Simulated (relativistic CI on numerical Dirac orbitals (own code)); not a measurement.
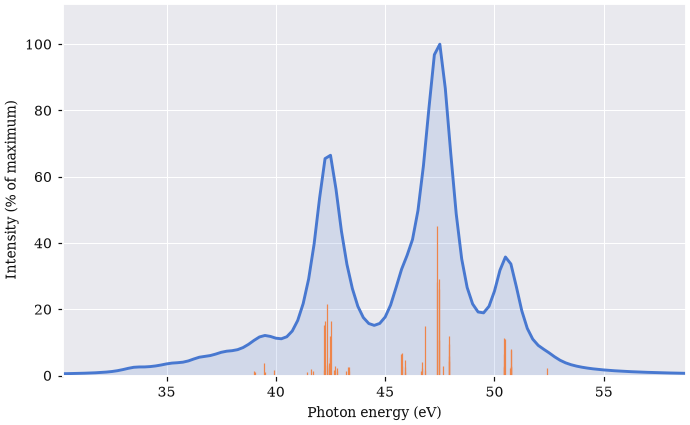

M₂,₃ X-ray absorption of Ti²⁺, [Ar] 3d², in a field of Oh symmetry with 10Dq = 12,550 cm⁻¹. Sticks are the strongest transitions, on a scale of their own. Multiplet model: relativistic Dirac–Coulomb–Breit theory, one configuration a step, Slater integrals scaled by 0.9, 300 K, Voigt broadening (Lorentzian 1.2 eV, Gaussian 0.3 eV full widths), computed with a radial Dirac CI code.

**What does the spectrum show?**

The main maxima lie at 39.5 eV (12), 42.4 eV (66), 47.4 eV (100) and 50.5 eV (36), heights in % of the largest; the centroid is at 45.6 eV. The ground state has S = 1.00.

Known limits: free-ion energies, so absolute edge positions are off by a few eV from solids; core and valence shell share one n, so the strongest features autoionise and are far broader and can lie several eV off in experiment.
